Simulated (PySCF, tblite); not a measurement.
**C3H4O3S2Si: geometry, infrared bands and NMR shifts**

Aim: predict the infrared bands and NMR shifts of C3H4O3S2Si (`O=CO[Si]1(O)SC=CS1`).

Programs: tblite 0.8.0 and PySCF 2.14.0, with density-fitted response routines of our own. Each step states its level of theory. These are calculated values for one molecule in the gas phase, unless marked as measured. Atoms are numbered from 0 throughout.

### 1 The molecule as given

13 atoms, charge 0, multiplicity 1; geometry from: force field or distance geometry start.

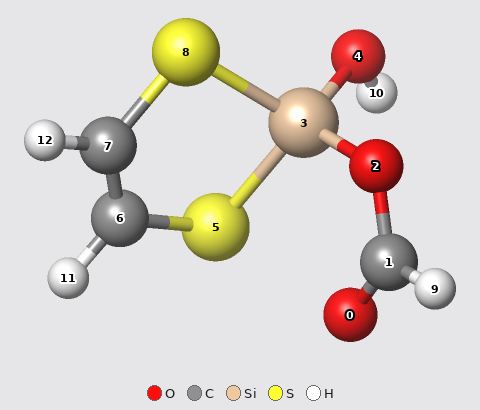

As it starts; oxygen red, carbon grey, silicon light orange, sulfur yellow, hydrogen white, atoms numbered; sticks join atoms by distance.

### 2 Relaxing the molecule with GFN2-xTB

What the job is given:

```
{"job": {"kind": "relax", "xc": "GFN2-xTB", "basis": "xTB"}, "charge": 0, "multiplicity": 1}
O      1.880000    -0.833900    -1.134400
C      2.332100    -0.552800    -0.002700
O      1.711400     0.351100     0.859900
Si     0.257500     1.092800     0.265800
O      0.395500     2.759800    -0.019600
S     -0.616600     0.031000    -1.399000
C     -1.668500    -1.061700    -0.509800
C     -2.000500    -0.814800     0.709400
S     -1.423800     0.622400     1.537700
H      3.252000    -1.018900     0.390800
H      0.623900     2.963100    -0.965200
H     -2.053100    -2.003500    -1.027800
H     -2.694300    -1.534000     1.277000
```

On the command line:

```
$ OMP_NUM_THREADS=1 python probes_run.py task.json out
```

One launch serves the whole session: the jobs run in the order shown.

**Question.** This job is followed by: GFN2-xTB harmonic vibrations, gas phase; GIAO PBE0/pcSseg-1 NMR shielding, non-relativistic, gas phase. Predict these results of the whole session: strongest single infrared mode (GFN2-xTB); zero-point energy (GFN2-xTB); 13C shifts against TMS (PBE0/pcSseg-1, means over atoms taken as alike); 1H shifts against TMS (PBE0/pcSseg-1, means over atoms taken as alike); 17O shifts against H2O (PBE0/pcSseg-1); 29Si shifts against TMS (PBE0/pcSseg-1); 33S shifts against CS2 (PBE0/pcSseg-1, means over atoms taken as alike); surface potential, least and greatest.

As calculated:

```
                                                               quantity                   value
                              strongest single infrared mode (GFN2-xTB)   1185 cm⁻¹, 582 km/mol
                                           zero-point energy (GFN2-xTB)           45.6 kcal/mol
13C shifts against TMS (PBE0/pcSseg-1, means over atoms taken as alike)        166.1, 122.9 ppm
 1H shifts against TMS (PBE0/pcSseg-1, means over atoms taken as alike)    8.13, 6.00, 5.71 ppm
                                 17O shifts against H2O (PBE0/pcSseg-1)  439.0, 236.6, 99.6 ppm
                                29Si shifts against TMS (PBE0/pcSseg-1)                21.0 ppm
33S shifts against CS2 (PBE0/pcSseg-1, means over atoms taken as alike)                 -17 ppm
                                  surface potential, least and greatest      -1.20 V and 1.82 V
```

**Reading.** Over 142 steps the energy fell by 1.462 eV; of the close pairs, Si3–O4 changed most, 1.697 to 1.609 Å. No mode is imaginary among the 33: a minimum at this level. The strongest single mode, at 1185 cm⁻¹, moves mainly O2 and C1. Unscaled tight-binding wavenumbers are off by several per cent, some by more. Its intensities can rank the bands wrongly. At PBE0/pcSseg-1: Shielding is most anisotropic at O0 (span 629 ppm, paramagnetic term -505 ppm). By nearest atom (PBE0/pcSseg-1), the HOMO sits on S5, S8 about 26 % each; C6, C7 about 18 % each and the LUMO on C1 44 %; O0 27 %.
